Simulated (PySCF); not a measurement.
C6H5F, SMILES `Fc1ccccc1`.

Level of theory: PBE0/aug-cc-pVDZ (PySCF), at a geometry from GFN2-xTB. No frequency check shows the geometry to be a minimum.

Geometry (Å), atoms numbered from 1:

```
F1       2.2747    0.0001    0.0000
C2       0.9240   -0.0001    0.0000
C3       0.2549   -1.2101    0.0000
C4      -1.1292   -1.2007    0.0000
C5      -1.8196    0.0000    0.0000
C6      -1.1292    1.2007    0.0000
C7       0.2549    1.2101    0.0000
H8       0.8146   -2.1322    0.0000
H9      -1.6687   -2.1357    0.0000
H10     -2.8990    0.0003    0.0000
H11     -1.6687    2.1357    0.0000
H12      0.8146    2.1322    0.0000
```

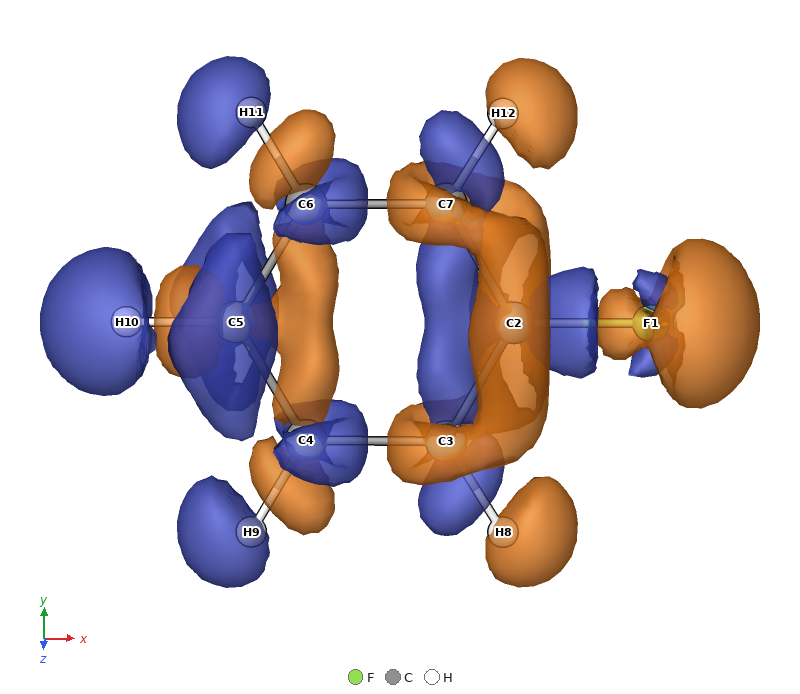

Change of the electron density in a uniform field of 0.41 V/Å, surfaces at ±0.004 e/Å³ (orange: gain, blue: loss).

The field was applied in both directions; the picture shows the one opposite to the script's first.

### Along which Cartesian direction does the field point?

Along −x: electrons gather on the +x side, against the field.

### What dipole is induced, and what polarisability does it imply?

The induced dipole is 1.65 D (along the field); α along this axis, from the fields in both directions, is 82 bohr³ (12.1 Å³).
